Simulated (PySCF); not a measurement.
**CH₅ClO₂Si: NMR shifts at several levels of theory**

Aim: compute the NMR shifts of CH₅ClO₂Si (`O[SiH](O)CCl`) at several levels, and see how far they spread and what each costs.

Programs: PySCF 2.14.0, with density-fitted response routines of our own. Each step states its level of theory. These are calculated values for one molecule in the gas phase, unless marked as measured. Atoms are numbered from 0 throughout.

## (1) The starting structure

10 atoms, charge 0, multiplicity 1; geometry from: PBE0-D3(BJ)/def2-SVP.

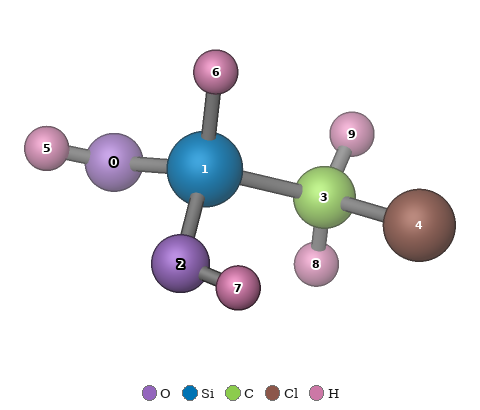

As it starts; oxygen purple, silicon blue, carbon green, chlorine brown, hydrogen pink, atoms numbered.

## (2) NMR shieldings: HF/pcSseg-2

What the job is given:

```
{"job": {"kind": "nmr", "xc": "HF", "basis": "pcSseg-2", "pop": false}, "charge": 0, "multiplicity": 1}
O     -0.769708    -1.743662    -0.361200
Si    -0.175646    -0.213457    -0.552635
O     -1.437379     0.858855    -0.593979
C      0.879564     0.137171     0.962700
Cl     1.305111     1.885715     0.899021
H     -1.340980    -2.092719    -1.050900
H      0.657845    -0.104254    -1.784445
H     -1.196212     1.771431    -0.399793
H      0.326043    -0.040074     1.896232
H      1.815728    -0.436999     0.997275
```

Level: GIAO HF/pcSseg-2 NMR shielding, non-relativistic, gas phase.

Launch:

```bash
$ OMP_NUM_THREADS=1 python probes_run.py task.json out
```

This one command runs all jobs of the session in turn.

The program printed:

```text
final grid: 84160 points
cycle   1  E = -939.0340247777  dE =  4.601e-01  |g| = 7.552e-01  |ddm| = 2.192e+00
cycle   2  E = -939.1220428095  dE = -8.802e-02  |g| = 4.669e-01  |ddm| = 6.487e-01
cycle   3  E = -939.1604732613  dE = -3.843e-02  |g| = 5.749e-02  |ddm| = 2.419e-01
cycle   4  E = -939.1616367481  dE = -1.163e-03  |g| = 1.239e-02  |ddm| = 6.789e-02
cycle   5  E = -939.1617018620  dE = -6.511e-05  |g| = 4.557e-03  |ddm| = 1.709e-02
cycle   6  E = -939.1617093843  dE = -7.522e-06  |g| = 1.434e-03  |ddm| = 5.984e-03
cycle   7  E = -939.1617106743  dE = -1.290e-06  |g| = 4.446e-04  |ddm| = 2.523e-03
cycle   8  E = -939.1617108146  dE = -1.403e-07  |g| = 1.474e-04  |ddm| = 9.584e-04
cycle   9  E = -939.1617108250  dE = -1.034e-08  |g| = 4.783e-05  |ddm| = 2.534e-04
cycle  10  E = -939.1617108260  dE = -1.022e-09  |g| = 1.343e-05  |ddm| = 6.867e-05
cycle  11  E = -939.1617108261  dE = -8.367e-11  |g| = 3.318e-06  |ddm| = 2.226e-05
converged SCF energy = -939.1617108261

GIAO shielding tensors (ppm)
atom      isotropic    diamagn.    paramagn.     s11        s22        s33       span
  0 O      293.818     387.398     -93.581    263.630    295.281    322.542     58.913
  1 Si     415.755     871.710    -455.955    410.074    412.563    424.627     14.553
  2 O      299.703     387.508     -87.805    267.622    303.457    328.029     60.406
  3 C      161.077     243.549     -82.472    144.442    147.941    190.849     46.407
  4 Cl    1006.377    1146.157    -139.780    913.472    993.077   1112.582    199.109
  5 H       29.401      30.373      -0.972     21.095     23.274     43.832     22.737
  6 H       27.165      29.018      -1.853     23.961     25.056     32.477      8.516
  7 H       29.050      31.370      -2.320     18.835     26.324     41.990     23.155
  8 H       28.916      29.715      -0.799     23.653     27.567     35.528     11.874
  9 H       28.971      29.127      -0.156     23.004     27.857     36.052     13.048
```

Wall time 22 s (1 thread of Arm Neoverse V1, shared host); peak memory 1 GiB.

Shifts follow as δ = σ(reference) − σ, with reference shieldings (ppm) from runs at the same level and on the same kind of geometry: 1H TMS 31.68, 13C TMS 191.5, 29Si TMS 383.0, 17O H2O 326.3, 35Cl HCl 945. The references are single molecules in the gas phase, so shifts against H2O, NH3, PH3, H3PO4 or CFCl3 are not on the usual liquid scales and can be off by tens of ppm. Atoms listed in one row are averaged.

```
 atoms                                 environment  σ (ppm)  δ (ppm)
    C3                 sp3 CH2 bonded to Cl and Si    161.1     30.4
    H6      hydrogen on a silicon bonded to C, 2 O    27.16     4.52
H8, H9  hydrogen on an sp3 CH2 bonded to Cl and Si    28.94     2.74
H5, H7          hydrogen on an oxygen bonded to Si    29.23     2.46
O0, O2                      oxygen bonded to Si, H    296.8     29.6
   Si1                 silicon bonded to C, 2 O, H    415.8    -32.8
   Cl4                        chlorine bonded to C     1006      -62
```

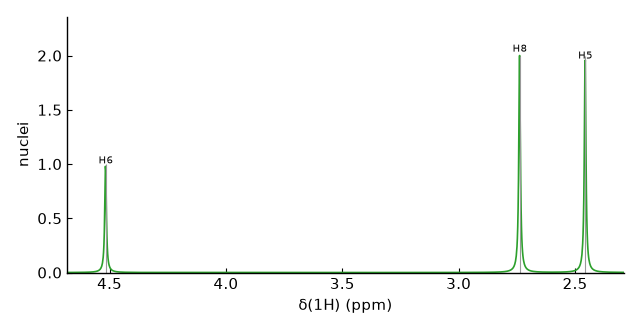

1H lines at the computed shifts, without couplings. Lines are broadened to a width of 0.01 ppm (Lorentzian).

## (3) Nuclear shieldings: LDA/pcSseg-2

The job, as its differences from that of step 2:

```diff
@@ -1,2 +1,2 @@
-{"job": {"kind": "nmr", "xc": "HF", "basis": "pcSseg-2", "pop": false}, "charge": 0, "multiplicity": 1}
+{"job": {"kind": "nmr", "xc": "LDA", "basis": "pcSseg-2", "pop": false}, "charge": 0, "multiplicity": 1}
 O     -0.769708    -1.743662    -0.361200
```

Method: GIAO LDA/pcSseg-2 NMR shielding, non-relativistic, gas phase.

The program printed:

```text
coarse grid: 9608 points
cycle   1  E = -937.1817926048  dE =  5.111e-01  |g| = 1.185e+00  |ddm| = 2.328e+00
cycle   2  E = -936.0435075289  dE =  1.138e+00  |g| = 2.642e+00  |ddm| = 2.963e+00
cycle   3  E = -937.4119711706  dE = -1.368e+00  |g| = 2.265e-01  |ddm| = 2.617e+00
cycle   4  E = -937.4212210003  dE = -9.250e-03  |g| = 1.288e-01  |ddm| = 3.040e-01
cycle   5  E = -937.4247578429  dE = -3.537e-03  |g| = 4.246e-02  |ddm| = 1.081e-01
cycle   6  E = -937.4251709488  dE = -4.131e-04  |g| = 1.513e-02  |ddm| = 4.610e-02
cycle   7  E = -937.4252172937  dE = -4.634e-05  |g| = 3.395e-03  |ddm| = 1.353e-02
cycle   8  E = -937.4252194081  dE = -2.114e-06  |g| = 1.614e-03  |ddm| = 3.194e-03
final grid: 84160 points
cycle   9  E = -937.4106454926  dE = -6.629e-05  |g| = 6.250e-03  |ddm| = 2.338e-02
cycle  10  E = -937.4106256557  dE =  1.984e-05  |g| = 1.207e-02  |ddm| = 9.267e-03
cycle  11  E = -937.4106516366  dE = -2.598e-05  |g| = 1.467e-03  |ddm| = 7.076e-03
cycle  12  E = -937.4106519793  dE = -3.427e-07  |g| = 4.418e-04  |ddm| = 1.195e-03
cycle  13  E = -937.4106520143  dE = -3.500e-08  |g| = 1.563e-04  |ddm| = 3.470e-04
cycle  14  E = -937.4106520188  dE = -4.449e-09  |g| = 2.503e-05  |ddm| = 1.219e-04
cycle  15  E = -937.4106520189  dE = -1.021e-10  |g| = 9.550e-06  |ddm| = 2.342e-05
converged SCF energy = -937.4106520189

GIAO shielding tensors (ppm)
atom      isotropic    diamagn.    paramagn.     s11        s22        s33       span
  0 O      264.569     384.567    -119.998    219.284    276.191    298.232     78.947
  1 Si     324.659     876.220    -551.561    304.896    330.015    339.065     34.168
  2 O      269.855     385.540    -115.685    232.084    268.234    309.247     77.163
  3 C      144.097     248.202    -104.104    124.421    131.167    176.704     52.282
  4 Cl     920.222    1146.273    -226.050    796.188    878.224   1086.254    290.066
  5 H       28.683      30.029      -1.347     21.187     23.329     41.532     20.345
  6 H       25.070      28.101      -3.031     22.124     22.910     30.177      8.053
  7 H       28.234      31.331      -3.097     18.591     26.243     39.868     21.277
  8 H       27.833      29.358      -1.525     22.676     26.731     34.092     11.415
  9 H       27.823      28.861      -1.038     22.020     27.057     34.393     12.373
```

Run time: 36 s. Hardware: 1 thread of Arm Neoverse V1, shared host; peak memory 0.89 GiB.

This run: δ C3 36.2, O0 67.2, Si1 -21.6, Cl4 22, H6 5.70, H8 2.94 ppm (means over like atoms).

## (4) Shielding tensors: PBE/pcSseg-2

The job, as its differences from that of step 3:

```diff
@@ -1,2 +1,2 @@
-{"job": {"kind": "nmr", "xc": "LDA", "basis": "pcSseg-2", "pop": false}, "charge": 0, "multiplicity": 1}
+{"job": {"kind": "nmr", "xc": "PBE", "basis": "pcSseg-2", "pop": false}, "charge": 0, "multiplicity": 1}
 O     -0.769708    -1.743662    -0.361200
```

With the program's defaults for keys left out, this is: GIAO PBE/pcSseg-2 NMR shielding, non-relativistic, gas phase.

The program printed:

```text
coarse grid: 9608 points
cycle   1  E = -940.6974762119  dE =  5.176e-01  |g| = 1.171e+00  |ddm| = 2.312e+00
cycle   2  E = -939.6277902011  dE =  1.070e+00  |g| = 2.565e+00  |ddm| = 2.897e+00
cycle   3  E = -940.9257506529  dE = -1.298e+00  |g| = 2.127e-01  |ddm| = 2.548e+00
cycle   4  E = -940.9342453640  dE = -8.495e-03  |g| = 1.178e-01  |ddm| = 2.926e-01
cycle   5  E = -940.9372359597  dE = -2.991e-03  |g| = 3.894e-02  |ddm| = 1.005e-01
cycle   6  E = -940.9375909554  dE = -3.550e-04  |g| = 1.296e-02  |ddm| = 4.154e-02
cycle   7  E = -940.9376271209  dE = -3.617e-05  |g| = 2.821e-03  |ddm| = 1.195e-02
cycle   8  E = -940.9376286932  dE = -1.572e-06  |g| = 1.275e-03  |ddm| = 2.829e-03
final grid: 84160 points
cycle   9  E = -940.9387763576  dE = -9.417e-05  |g| = 1.172e-02  |ddm| = 2.875e-02
cycle  10  E = -940.9387008395  dE =  7.552e-05  |g| = 2.213e-02  |ddm| = 1.917e-02
cycle  11  E = -940.9388005856  dE = -9.975e-05  |g| = 2.631e-03  |ddm| = 1.392e-02
cycle  12  E = -940.9388016485  dE = -1.063e-06  |g| = 6.885e-04  |ddm| = 2.186e-03
cycle  13  E = -940.9388017423  dE = -9.374e-08  |g| = 2.670e-04  |ddm| = 5.804e-04
cycle  14  E = -940.9388017554  dE = -1.309e-08  |g| = 5.397e-05  |ddm| = 2.023e-04
cycle  15  E = -940.9388017559  dE = -5.323e-10  |g| = 1.993e-05  |ddm| = 4.746e-05
converged SCF energy = -940.9388017559

GIAO shielding tensors (ppm)
atom      isotropic    diamagn.    paramagn.     s11        s22        s33       span
  0 O      267.571     384.550    -116.979    227.009    275.629    300.075     73.067
  1 Si     349.449     875.913    -526.464    329.509    355.969    362.871     33.362
  2 O      272.622     385.739    -113.117    237.076    272.156    308.632     71.556
  3 C      144.117     247.157    -103.040    125.175    130.664    176.512     51.337
  4 Cl     918.438    1146.451    -228.013    790.879    873.609   1090.827    299.947
  5 H       29.353      30.491      -1.139     21.922     24.070     42.066     20.145
  6 H       25.723      28.793      -3.069     22.765     23.603     30.802      8.037
  7 H       28.863      31.796      -2.933     19.344     26.916     40.328     20.983
  8 H       28.299      29.745      -1.445     23.223     27.177     34.498     11.275
  9 H       28.292      29.146      -0.854     22.574     27.502     34.800     12.227
```

It took 44 s on 1 thread of Arm Neoverse V1, shared host; peak memory 0.81 GiB.

In short: δ C3 35.3, O0 57.8, Si1 -26.0, Cl4 16, H6 5.45, H8 2.88 ppm (means over like atoms).

## (5) Nuclear shieldings: BLYP/pcSseg-2

The job, as its differences from that of step 4:

```diff
@@ -1,2 +1,2 @@
-{"job": {"kind": "nmr", "xc": "PBE", "basis": "pcSseg-2", "pop": false}, "charge": 0, "multiplicity": 1}
+{"job": {"kind": "nmr", "xc": "BLYP", "basis": "pcSseg-2", "pop": false}, "charge": 0, "multiplicity": 1}
 O     -0.769708    -1.743662    -0.361200
```

Level: GIAO BLYP/pcSseg-2 NMR shielding, non-relativistic, gas phase.

The program printed:

```text
coarse grid: 9608 points
cycle   1  E = -941.1676644979  dE =  5.412e-01  |g| = 1.264e+00  |ddm| = 2.304e+00
cycle   2  E = -939.8497095203  dE =  1.318e+00  |g| = 2.815e+00  |ddm| = 3.276e+00
cycle   3  E = -941.4279122777  dE = -1.578e+00  |g| = 2.402e-01  |ddm| = 2.933e+00
cycle   4  E = -941.4381485733  dE = -1.024e-02  |g| = 1.410e-01  |ddm| = 3.353e-01
cycle   5  E = -941.4424727195  dE = -4.324e-03  |g| = 4.356e-02  |ddm| = 1.190e-01
cycle   6  E = -941.4429140962  dE = -4.414e-04  |g| = 1.518e-02  |ddm| = 4.737e-02
cycle   7  E = -941.4429637397  dE = -4.964e-05  |g| = 3.072e-03  |ddm| = 1.366e-02
cycle   8  E = -941.4429657820  dE = -2.042e-06  |g| = 1.068e-03  |ddm| = 3.138e-03
final grid: 84160 points
cycle   9  E = -941.4426574946  dE = -8.007e-05  |g| = 7.139e-03  |ddm| = 2.893e-02
cycle  10  E = -941.4426280284  dE =  2.947e-05  |g| = 1.306e-02  |ddm| = 1.256e-02
cycle  11  E = -941.4426680761  dE = -4.005e-05  |g| = 1.713e-03  |ddm| = 9.438e-03
cycle  12  E = -941.4426685762  dE = -5.001e-07  |g| = 6.239e-04  |ddm| = 1.570e-03
cycle  13  E = -941.4426686355  dE = -5.933e-08  |g| = 2.562e-04  |ddm| = 4.768e-04
cycle  14  E = -941.4426686480  dE = -1.251e-08  |g| = 2.634e-05  |ddm| = 1.852e-04
cycle  15  E = -941.4426686482  dE = -1.128e-10  |g| = 1.107e-05  |ddm| = 2.822e-05
converged SCF energy = -941.4426686482

GIAO shielding tensors (ppm)
atom      isotropic    diamagn.    paramagn.     s11        s22        s33       span
  0 O      265.980     384.254    -118.274    226.619    272.009    299.312     72.692
  1 Si     343.714     875.099    -531.386    325.011    348.743    357.387     32.376
  2 O      271.069     385.912    -114.843    235.044    269.919    308.243     73.200
  3 C      138.482     245.654    -107.172    118.802    124.929    171.714     52.912
  4 Cl     904.001    1146.847    -242.845    768.830    853.839   1089.335    320.504
  5 H       29.577      30.773      -1.196     22.236     24.369     42.125     19.889
  6 H       26.041      28.924      -2.882     23.103     23.932     31.089      7.986
  7 H       29.021      32.059      -3.038     19.605     27.129     40.329     20.724
  8 H       28.486      29.964      -1.478     23.530     27.414     34.513     10.983
  9 H       28.481      29.418      -0.937     22.883     27.761     34.799     11.916
```

Wall time 37 s (1 thread of Arm Neoverse V1, shared host); peak memory 0.81 GiB.

This run: δ C3 36.5, O0 56.6, Si1 -34.1, Cl4 16, H6 5.33, H8 2.89 ppm (means over like atoms).

## (6) Nuclear shieldings: BP86/pcSseg-2

The job, as its differences from that of step 5:

```diff
@@ -1,2 +1,2 @@
-{"job": {"kind": "nmr", "xc": "BLYP", "basis": "pcSseg-2", "pop": false}, "charge": 0, "multiplicity": 1}
+{"job": {"kind": "nmr", "xc": "BP86", "basis": "pcSseg-2", "pop": false}, "charge": 0, "multiplicity": 1}
 O     -0.769708    -1.743662    -0.361200
```

Method: GIAO BP86/pcSseg-2 NMR shielding, non-relativistic, gas phase.

The program printed:

```text
coarse grid: 9608 points
cycle   1  E = -941.3182869777  dE =  5.201e-01  |g| = 1.181e+00  |ddm| = 2.307e+00
cycle   2  E = -940.2753583251  dE =  1.043e+00  |g| = 2.551e+00  |ddm| = 2.756e+00
cycle   3  E = -941.5497368641  dE = -1.274e+00  |g| = 2.115e-01  |ddm| = 2.408e+00
cycle   4  E = -941.5583999465  dE = -8.663e-03  |g| = 1.139e-01  |ddm| = 2.839e-01
cycle   5  E = -941.5611712274  dE = -2.771e-03  |g| = 3.777e-02  |ddm| = 9.662e-02
cycle   6  E = -941.5615022421  dE = -3.310e-04  |g| = 1.305e-02  |ddm| = 4.007e-02
cycle   7  E = -941.5615377889  dE = -3.555e-05  |g| = 3.067e-03  |ddm| = 1.188e-02
cycle   8  E = -941.5615395090  dE = -1.720e-06  |g| = 1.442e-03  |ddm| = 2.873e-03
final grid: 84160 points
cycle   9  E = -941.5633371082  dE = -8.676e-05  |g| = 7.767e-03  |ddm| = 2.733e-02
cycle  10  E = -941.5633206987  dE =  1.641e-05  |g| = 1.120e-02  |ddm| = 1.075e-02
cycle  11  E = -941.5633428927  dE = -2.219e-05  |g| = 3.299e-03  |ddm| = 8.098e-03
cycle  12  E = -941.5633446735  dE = -1.781e-06  |g| = 5.648e-04  |ddm| = 2.086e-03
cycle  13  E = -941.5633447466  dE = -7.312e-08  |g| = 1.398e-04  |ddm| = 5.657e-04
cycle  14  E = -941.5633447500  dE = -3.351e-09  |g| = 5.455e-05  |ddm| = 1.144e-04
cycle  15  E = -941.5633447505  dE = -5.173e-10  |g| = 1.625e-05  |ddm| = 3.913e-05
converged SCF energy = -941.5633447505

GIAO shielding tensors (ppm)
atom      isotropic    diamagn.    paramagn.     s11        s22        s33       span
  0 O      267.857     384.630    -116.773    227.898    275.837    299.835     71.937
  1 Si     349.448     875.916    -526.468    329.609    356.006    362.730     33.121
  2 O      272.916     385.518    -112.603    237.438    273.526    307.782     70.344
  3 C      143.684     247.414    -103.730    124.399    130.152    176.501     52.102
  4 Cl     917.766    1146.648    -228.882    790.537    873.170   1089.590    299.053
  5 H       29.424      30.509      -1.085     22.004     24.143     42.126     20.122
  6 H       25.792      28.830      -3.038     22.833     23.676     30.866      8.033
  7 H       28.944      31.768      -2.824     19.444     27.002     40.386     20.943
  8 H       28.356      29.748      -1.392     23.312     27.229     34.526     11.214
  9 H       28.351      29.155      -0.804     22.664     27.562     34.828     12.163
```

It took 37 s on 1 thread of Arm Neoverse V1, shared host; peak memory 0.81 GiB.

In short: δ C3 35.5, O0 55.7, Si1 -27.4, Cl4 12, H6 5.44, H8 2.88 ppm (means over like atoms).

## (7) Nuclear shieldings: OPBE/pcSseg-2

The job, as its differences from that of step 6:

```diff
@@ -1,2 +1,2 @@
-{"job": {"kind": "nmr", "xc": "BP86", "basis": "pcSseg-2", "pop": false}, "charge": 0, "multiplicity": 1}
+{"job": {"kind": "nmr", "xc": "OPBE", "basis": "pcSseg-2", "pop": false}, "charge": 0, "multiplicity": 1}
 O     -0.769708    -1.743662    -0.361200
```

Method: GIAO OPBE/pcSseg-2 NMR shielding, non-relativistic, gas phase.

The program printed:

```text
coarse grid: 9608 points
cycle   1  E = -941.1029288034  dE =  4.748e-01  |g| = 1.077e+00  |ddm| = 2.339e+00
cycle   2  E = -940.3278449388  dE =  7.751e-01  |g| = 2.214e+00  |ddm| = 2.520e+00
cycle   3  E = -941.3060104947  dE = -9.782e-01  |g| = 1.732e-01  |ddm| = 2.149e+00
cycle   4  E = -941.3123028299  dE = -6.292e-03  |g| = 8.665e-02  |ddm| = 2.471e-01
cycle   5  E = -941.3139261863  dE = -1.623e-03  |g| = 2.847e-02  |ddm| = 7.909e-02
cycle   6  E = -941.3141051030  dE = -1.789e-04  |g| = 1.098e-02  |ddm| = 2.996e-02
cycle   7  E = -941.3141328878  dE = -2.778e-05  |g| = 2.600e-03  |ddm| = 1.038e-02
cycle   8  E = -941.3141343179  dE = -1.430e-06  |g| = 1.093e-03  |ddm| = 2.776e-03
final grid: 84160 points
cycle   9  E = -941.3148274626  dE = -2.615e-04  |g| = 2.727e-02  |ddm| = 5.918e-02
cycle  10  E = -941.3146303147  dE =  1.971e-04  |g| = 4.034e-02  |ddm| = 4.111e-02
cycle  11  E = -941.3149186436  dE = -2.883e-04  |g| = 8.158e-03  |ddm| = 2.861e-02
cycle  12  E = -941.3149294170  dE = -1.077e-05  |g| = 1.321e-03  |ddm| = 5.186e-03
cycle  13  E = -941.3149298719  dE = -4.548e-07  |g| = 2.882e-04  |ddm| = 1.470e-03
cycle  14  E = -941.3149298874  dE = -1.550e-08  |g| = 1.503e-04  |ddm| = 2.939e-04
cycle  15  E = -941.3149298921  dE = -4.708e-09  |g| = 3.304e-05  |ddm| = 1.052e-04
cycle  16  E = -941.3149298923  dE = -1.992e-10  |g| = 1.037e-05  |ddm| = 2.684e-05
converged SCF energy = -941.3149298923

GIAO shielding tensors (ppm)
atom      isotropic    diamagn.    paramagn.     s11        s22        s33       span
  0 O      275.745     385.437    -109.692    239.118    282.450    305.666     66.548
  1 Si     377.024     877.079    -500.055    357.976    385.015    388.080     30.104
  2 O      280.373     386.587    -106.214    248.002    282.092    311.026     63.024
  3 C      150.395     247.829     -97.435    132.363    136.181    182.639     50.276
  4 Cl     933.381    1146.799    -213.418    810.948    890.610   1098.585    287.637
  5 H       29.442      30.333      -0.891     21.860     24.058     42.407     20.548
  6 H       25.864      29.215      -3.350     22.866     23.794     30.933      8.067
  7 H       28.980      31.703      -2.724     19.370     26.881     40.688     21.318
  8 H       28.327      29.637      -1.311     23.204     27.105     34.671     11.467
  9 H       28.335      28.867      -0.532     22.583     27.404     35.018     12.434
```

Run time: 43 s. Hardware: 1 thread of Arm Neoverse V1, shared host; peak memory 0.81 GiB.

In short: δ C3 34.0, O0 51.1, Si1 -21.5, Cl4 11, H6 5.33, H8 2.87 ppm (means over like atoms).

## (8) Shielding tensors: KT2/pcSseg-2

The job, as its differences from that of step 7:

```diff
@@ -1,2 +1,2 @@
-{"job": {"kind": "nmr", "xc": "OPBE", "basis": "pcSseg-2", "pop": false}, "charge": 0, "multiplicity": 1}
+{"job": {"kind": "nmr", "xc": "KT2", "basis": "pcSseg-2", "pop": false}, "charge": 0, "multiplicity": 1}
 O     -0.769708    -1.743662    -0.361200
```

With the program's defaults for keys left out, this is: GIAO KT2/pcSseg-2 NMR shielding, non-relativistic, gas phase.

The program printed:

```text
coarse grid: 9608 points
cycle   1  E = -949.9552516221  dE =  5.519e-01  |g| = 1.194e+00  |ddm| = 2.253e+00
cycle   2  E = -948.8629595512  dE =  1.092e+00  |g| = 2.546e+00  |ddm| = 2.999e+00
cycle   3  E = -950.2014269082  dE = -1.338e+00  |g| = 2.109e-01  |ddm| = 2.641e+00
cycle   4  E = -950.2104733105  dE = -9.046e-03  |g| = 1.092e-01  |ddm| = 3.104e-01
cycle   5  E = -950.2131578747  dE = -2.685e-03  |g| = 3.237e-02  |ddm| = 1.022e-01
cycle   6  E = -950.2133834280  dE = -2.256e-04  |g| = 1.300e-02  |ddm| = 3.579e-02
cycle   7  E = -950.2134214399  dE = -3.801e-05  |g| = 3.611e-03  |ddm| = 1.296e-02
cycle   8  E = -950.2134240890  dE = -2.649e-06  |g| = 1.509e-03  |ddm| = 3.586e-03
final grid: 84160 points
cycle   9  E = -950.2382828734  dE = -3.501e-04  |g| = 2.369e-02  |ddm| = 5.437e-02
cycle  10  E = -950.2381717183  dE =  1.112e-04  |g| = 2.888e-02  |ddm| = 3.198e-02
cycle  11  E = -950.2383280371  dE = -1.563e-04  |g| = 8.232e-03  |ddm| = 2.636e-02
cycle  12  E = -950.2383440176  dE = -1.598e-05  |g| = 1.082e-03  |ddm| = 6.736e-03
cycle  13  E = -950.2383442796  dE = -2.620e-07  |g| = 2.563e-04  |ddm| = 1.092e-03
cycle  14  E = -950.2383442900  dE = -1.031e-08  |g| = 1.298e-04  |ddm| = 2.597e-04
cycle  15  E = -950.2383442934  dE = -3.389e-09  |g| = 3.094e-05  |ddm| = 1.001e-04
cycle  16  E = -950.2383442935  dE = -1.896e-10  |g| = 8.022e-06  |ddm| = 2.823e-05
converged SCF energy = -950.2383442935

GIAO shielding tensors (ppm)
atom      isotropic    diamagn.    paramagn.     s11        s22        s33       span
  0 O      266.673     384.517    -117.844    225.709    275.474    298.835     73.126
  1 Si     374.338     878.044    -503.706    354.661    380.948    387.406     32.745
  2 O      272.138     384.966    -112.828    236.522    272.165    307.728     71.206
  3 C      147.546     248.178    -100.632    128.532    134.928    179.179     50.647
  4 Cl     933.609    1148.397    -214.788    813.086    896.330   1091.410    278.324
  5 H       29.312      30.445      -1.134     21.885     24.038     42.011     20.126
  6 H       25.761      28.597      -2.836     22.793     23.613     30.878      8.086
  7 H       28.884      31.672      -2.788     19.352     26.985     40.315     20.964
  8 H       28.258      29.803      -1.545     23.114     27.128     34.532     11.418
  9 H       28.246      29.235      -0.989     22.455     27.434     34.849     12.394
```

It took 43 s on 1 thread of Arm Neoverse V1, shared host; peak memory 0.81 GiB.

This run: δ C3 34.7, O0 55.0, Si1 -23.3, Cl4 9, H6 5.42, H8 2.92 ppm (means over like atoms).

[end of part 1 of 2]
